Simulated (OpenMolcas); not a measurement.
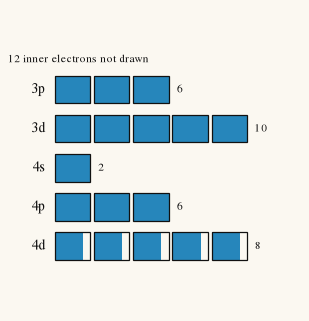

Figure 1. The outer shells of the leading configuration of the lowest level: a box for each of the 2l + 1 orbitals, shaded by the share of the shell that is filled, with the electron count at the right.

**Multiconfigurational calculation, with input and output: Pd²⁺ complex**

System: Pd²⁺ with 6 ligands (F; octahedron, 2.317 Å), embedded in NaF by model potentials and point charges, whose field is part of the energies.
Method: state-averaged SS-CASPT2, IPEA shift 0.25, imaginary shift 0.1 hartree, closed shells 4s 4p of the metal and the valence shells of the ligands correlated, active space 8 electrons in the shell 4d, basis ANO-RCC-VTZP on the metal and ANO-RCC-VDZP on the ligands, DKH2 scalar Hamiltonian, spin-orbit coupling by RASSI with atomic mean-field integrals (OpenMolcas).

**Log (extracts)**
```
--- CASPT2 ---
Orbital specifications:
      -----------------------

      Symmetry species                           1   2
                                                ag  au
      Frozen orbitals                           11   9
      Inactive orbitals                         13  15
      Active orbitals                            5   0
      Secondary orbitals                        49  50
      Deleted orbitals                           0   0
      Number of basis functions                 78  74
Type of calculation                        SS-CASPT2
      Fock operator                              state-specific
      IPEA shift                                 0.25
      Real shift                                 0.00
      Imaginary shift                            0.10
      The input orbitals will be transformed to quasi-canonical
Reference energy:       -5641.7531125316
      E2 (Non-variational):      -1.7823100837
      Shift correction:          -0.0010606173
      E2 (Variational):          -1.7833707010
      Total energy:           -5643.5364832327
      Residual norm:              0.0000000728
      Reference weight:           0.71970
      Contributions to the CASPT2 correlation energy
      Active & Virtual Only:         -0.2105501434
      One Inactive Excited:          -0.2861709725
      Two Inactive Excited:          -1.2855889678
Reference energy:       -5641.7126500305
      E2 (Non-variational):      -1.7702609548
      Shift correction:          -0.0010334364
      E2 (Variational):          -1.7712943911
      Total energy:           -5643.4839444217
      Residual norm:              0.0000005378
      Reference weight:           0.72265
      Contributions to the CASPT2 correlation energy
      Active & Virtual Only:         -0.2076783541
      One Inactive Excited:          -0.2874038981
      Two Inactive Excited:          -1.2751787026
::    CASPT2 Root  1     Total energy:  -5643.53648323
::    CASPT2 Root  2     Total energy:  -5643.48394442
::    CASPT2 Root  3     Total energy:  -5643.48394410
::    CASPT2 Root  4     Total energy:  -5643.48427797
::    CASPT2 Root  5     Total energy:  -5643.45852786
::    CASPT2 Root  6     Total energy:  -5643.45777656
::    CASPT2 Root  7     Total energy:  -5643.45763676
::    CASPT2 Root  8     Total energy:  -5643.42143054
::    CASPT2 Root  9     Total energy:  -5643.42112845
::    CASPT2 Root 10     Total energy:  -5643.42101167
--- CASPT2 ---
Orbital specifications:
      -----------------------

      Symmetry species                           1   2
                                                ag  au
      Frozen orbitals                           11   9
      Inactive orbitals                         13  15
      Active orbitals                            5   0
      Secondary orbitals                        49  50
      Deleted orbitals                           0   0
      Number of basis functions                 78  74
Type of calculation                        SS-CASPT2
      Fock operator                              state-specific
      IPEA shift                                 0.25
      Real shift                                 0.00
      Imaginary shift                            0.10
      The input orbitals will be transformed to quasi-canonical
Reference energy:       -5641.6912381860
      E2 (Non-variational):      -1.8053557462
      Shift correction:          -0.0011856956
      E2 (Variational):          -1.8065414418
      Total energy:           -5643.4977796278
      Residual norm:              0.0000001871
      Reference weight:           0.71317
      Contributions to the CASPT2 correlation energy
      Active & Virtual Only:         -0.2149926025
      One Inactive Excited:          -0.2983481084
      Two Inactive Excited:          -1.2920150353
Reference energy:       -5641.6912381859
      E2 (Non-variational):      -1.8053273475
      Shift correction:          -0.0011858956
      E2 (Variational):          -1.8065132431
      Total energy:           -5643.4977514290
      Residual norm:              0.0000001882
      Reference weight:           0.71319
      Contributions to the CASPT2 correlation energy
      Active & Virtual Only:         -0.2149705146
      One Inactive Excited:          -0.2983416470
      Two Inactive Excited:          -1.2920151859
::    CASPT2 Root  1     Total energy:  -5643.49777963
::    CASPT2 Root  2     Total energy:  -5643.49775143
::    CASPT2 Root  3     Total energy:  -5643.44251401
::    CASPT2 Root  4     Total energy:  -5643.44247446
::    CASPT2 Root  5     Total energy:  -5643.44239302
::    CASPT2 Root  6     Total energy:  -5643.46309577
::    CASPT2 Root  7     Total energy:  -5643.42600531
::    CASPT2 Root  8     Total energy:  -5643.42589597
::    CASPT2 Root  9     Total energy:  -5643.42592275
::    CASPT2 Root 10     Total energy:  -5643.37716590
::    CASPT2 Root 11     Total energy:  -5643.37713118
::    CASPT2 Root 12     Total energy:  -5643.37691535
::    CASPT2 Root 13     Total energy:  -5643.37693380
::    CASPT2 Root 14     Total energy:  -5643.37692221
::    CASPT2 Root 15     Total energy:  -5643.30279867
```

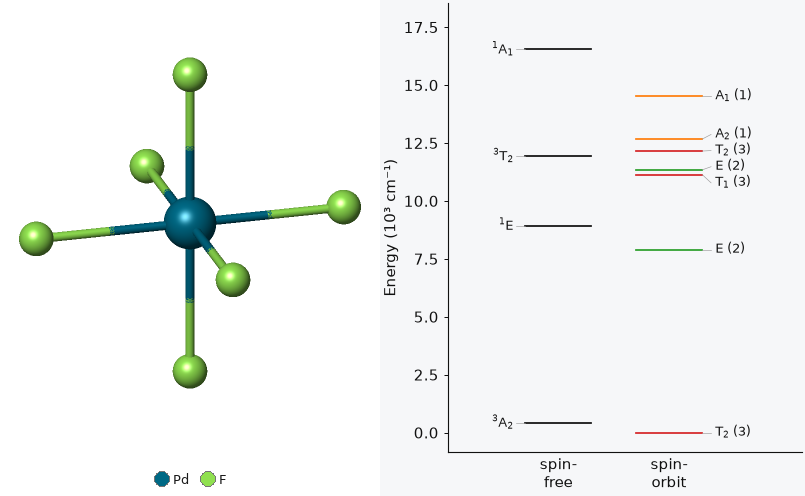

Figure 2. Pd²⁺ (4d⁸) as a dopant in NaF, a cluster with its 6 nearest F⁻ at 2.317 Å (octahedron) embedded in model potentials and point charges; the geometry was set, not optimised, and its levels. Labels give the representation in O, Td, D4 or D3 as the site allows (double group for half-integer spin) where it could be assigned and, in brackets, the degeneracy; spin-free states, where drawn, share the zero of the spin-orbit levels. The ground level is T₂, 3-fold degenerate, 100 % from states of spin multiplicity 3. The next level lies at 7,900 cm⁻¹ (E). The lowest spin-free state is ³A₂, from the free-ion F term; of the same spin there follows at 11,500 cm⁻¹ (³T₂) above it.

**The input**
```
&GATEWAY
Basis set
Pd.ANO-RCC-VTZP.
Pd1 0.0 0.0 0.0 Angstrom
End of basis
Basis set
F.ANO-RCC-VDZP.
L1 2.317000 0.000000 0.000000 Angstrom
L2 0.000000 2.317000 0.000000 Angstrom
L3 0.000000 0.000000 2.317000 Angstrom
End of basis
Basis set
Na.EMB-AIMP.Seijo.0s.0s.ECP.NaF.
PseudoCharge
* 39 symmetry-unique lattice sites within 7.6 angstrom
End of basis
Basis set
F.EMB-AIMP.Seijo.0s.0s.ECP.NaF.
PseudoCharge
* 31 symmetry-unique lattice sites within 7.6 angstrom
End of basis
Symmetry
XYZ
AngMom=0.0 0.0 0.0
AMFI
RICD
XField
1025 Angstrom 0
* Evjen-weighted lattice charges
&SEWARD
&RASSCF
FileOrb=start.orb
Symmetry=1
Spin=3
nActEl=8 0 0
Inactive=24 24
Ras2=5 0
CIRoot=10 10 1
SDav=10
CIMx=300
Iter=150 100
PrWF=0.3
OrbListing=Nothing
MaxOrb=0
LevShft=1.0
>>> COPY $Project.JobIph JOB001
&RASSCF
FileOrb=start.orb
Symmetry=1
Spin=1
nActEl=8 0 0
Inactive=24 24
Ras2=5 0
CIRoot=15 15 1
SDav=15
CIMx=300
Iter=150 100
PrWF=0.3
OrbListing=Nothing
MaxOrb=0
LevShft=1.0
>>> COPY $Project.JobIph JOB002
&RASSI
NrOfJobIphs=2 10 15
1 2 3 4 5 6 7 8 9 10
1 2 3 4 5 6 7 8 9 10 11 12 13 14 15
IphNames
JOB001
JOB002
EJob
SpinOrbit
DIPRint=1.0
SOCoupling=1000.0
Subsets=2
Property=9
'ANGMOM' 1 'ANGMOM' 2 'ANGMOM' 3 'MLTPL  1' 1 'MLTPL  1' 2 'MLTPL  1' 3
'AMFI' 1 'AMFI' 2 'AMFI' 3
SOProperty=3
'ANGMOM' 1 'ANGMOM' 2 'ANGMOM' 3
>>> COPY JOB001 $Project.JobIph
&CASPT2
Multistate=10 1 2 3 4 5 6 7 8 9 10
NoMult
Frozen=11 9
IPEA=0.25
Imaginary=0.1
MaxIter=60
WThr=0.0 0.3 0.05
PrWF=0.5
NoMix
>>> COPY JOB002 $Project.JobIph
&CASPT2
Multistate=15 1 2 3 4 5 6 7 8 9 10 11 12 13 14 15
NoMult
Frozen=11 9
IPEA=0.25
Imaginary=0.1
MaxIter=60
WThr=0.0 0.3 0.05
PrWF=0.5
NoMix
```

The file start.orb holds starting orbitals from an earlier step. A driver script formed the levels outside the program, from RASSI's spin-orbit matrix and the CASPT2 energies (for multi-state variants, the effective Hamiltonian), averaged over the components of each term or state. The log and the time are those of the CASPT2 step.

Launched with:
```bash
OMP_NUM_THREADS=1 MOLCAS_MEM=2457 MOLCAS_PROJECT=a pymolcas a.inp > a.log  # once for each step of the input, in one work folder
```

**Results in brief**

- outcome: converged
- energy of the lowest spin-free term: −5643.53648 hartree
- energy of the lowest spin-orbit level: −5643.53848 hartree
- CASPT2 correlation energy: −1.7834 hartree
- largest spread among components of a term: 195.6 cm⁻¹
- lowest reference weight: 0.708
- hardware: 1 thread of Arm Neoverse V1, 24 GiB of memory available, shared host
- wall time: 96 s
- peak memory: 0.4 GiB

**Notes**

The components of ³T1, which symmetry makes degenerate, are split by 196 cm⁻¹ in CASPT2, and those of 2 more by over 50 cm⁻¹. This is an artefact; the levels of such states rest on averages and are uncertain by about as much. Limits: the geometry is set by hand, with no relaxation.
